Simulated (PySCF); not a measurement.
**C$_{5}$H$_{14}$N$_{2}$Si$_{2}$ (SMILES C=CC/C=N\[SiH2]N(C)[SiH3]): density, localisation and related maps**

```xyz
23

C     4.3832   -0.2024    0.3869
C     3.0750   -0.2745    0.5475
C     2.1075    0.7828    0.1071
C     1.3270    0.2215   -1.0498
N     0.2560   -0.4142   -0.9980
Si   -0.7613   -0.9375    0.2808
N    -2.2630   -0.0831    0.1214
C    -3.3832   -0.7289    0.7696
Si   -2.6227    1.2071   -0.9767
H     5.0390   -0.9938    0.7065
H     4.8549    0.6573   -0.0608
H     2.6144   -1.1469    0.9916
H     2.6416    1.6825   -0.1998
H     1.4169    1.0119    0.9198
H     1.7889    0.3609   -2.0297
H    -0.8955   -2.3679   -0.0132
H    -0.3505   -0.7577    1.6864
H    -4.1470    0.0046    1.0280
H    -3.0574   -1.2247    1.6832
H    -3.8406   -1.4833    0.1221
H    -3.6025    2.0575   -0.2879
H    -1.3779    1.9300   -1.2162
H    -3.2073    0.7258   -2.2357
```

Geometry: GFN2-xTB.

These are results of PBE0/pcSseg-1, SCF density, gas phase, non-relativistic (PySCF), not measurements.

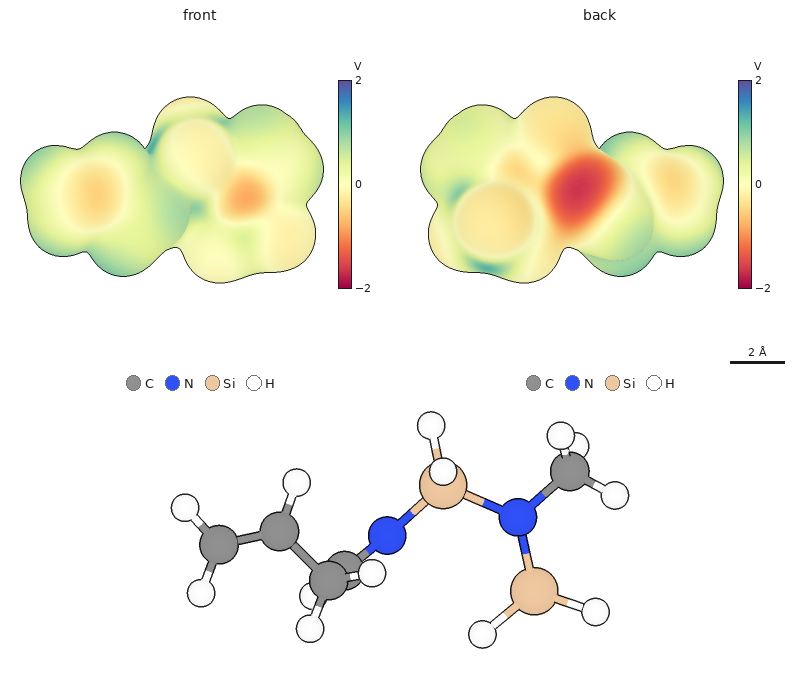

Figure 1. The electrostatic potential painted on the density surface at 0.002 e/bohr³, seen from the front and from behind; the colour scale runs from red (negative) to blue (positive). The bare structure is drawn below in the same view.

### Where is the surface potential most negative and most positive?

The most negative region (about −1.6 V) lies over N5, the most positive (about +1.1 V) over Si6 and Si9. N5 is the likeliest acceptor of a hydrogen bond.

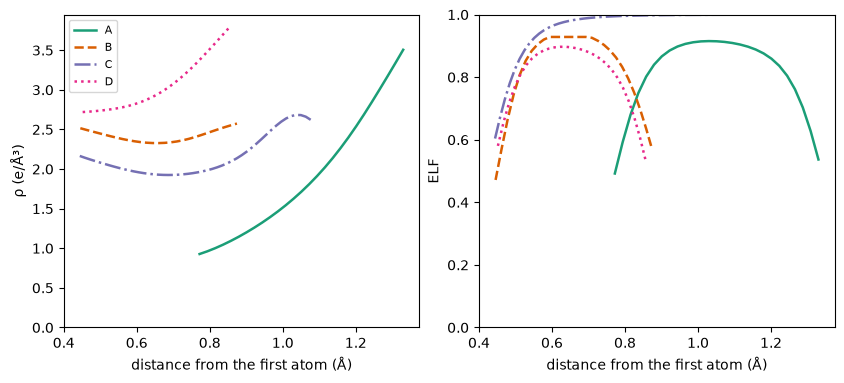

Figure 2. Total electron density and electron localisation function along straight lines between neighbouring atoms. The curves leave out the atomic cores.

### Which curve belongs to which contact (C–C, C–H, C–N and Si–N)? The first atom named is at distance zero.

Curve A: Si–N (1.72 Å): the density is about 1.1 e/Å³ at the midpoint; the ELF peaks at about 0.90 between the atoms, as expected for a shared but strongly polarised pair. Curve B: C–C (1.32 Å): the density is about 2.3 e/Å³ at the midpoint; the ELF peaks at about 0.95 between the atoms: a multiple bond. Curve C: C–H (1.08 Å): ρ at the midpoint is about 2 e/Å³; the ELF climbs to about 1 towards the hydrogen, as it does in any bond to H: a covalent bond by its length. Curve D: C–N (1.25 Å): ρ at the midpoint is about 2.9 e/Å³; the ELF peaks at about 0.90 between the atoms (a multiple bond).
